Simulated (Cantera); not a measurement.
Charge: 1 mol MgSO4, 2.6 mol H2, 0.35 mol O2, equilibrated at 0.100 bar.

These are equilibrium values from Cantera (NASA tables, ideal gas, pure condensed phases), not measurements of a reactor. Candidate condensed phases: H2O, H2SO4, Mg, MgO, Mg(OH)2, MgS, MgSO4, S; 26 gas species. Rates play no part.

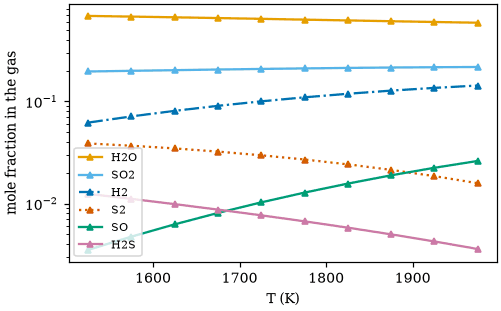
Figure: Equilibrium gas composition (values under 1e-9 drawn at 1e-9)

Question: Read off the mole fractions at 1725 K.

Answer: H2O about 0.64, SO2 about 0.21, H2 about 0.100, S2 about 0.030, SO about 0.010, H2S about 0.0077.
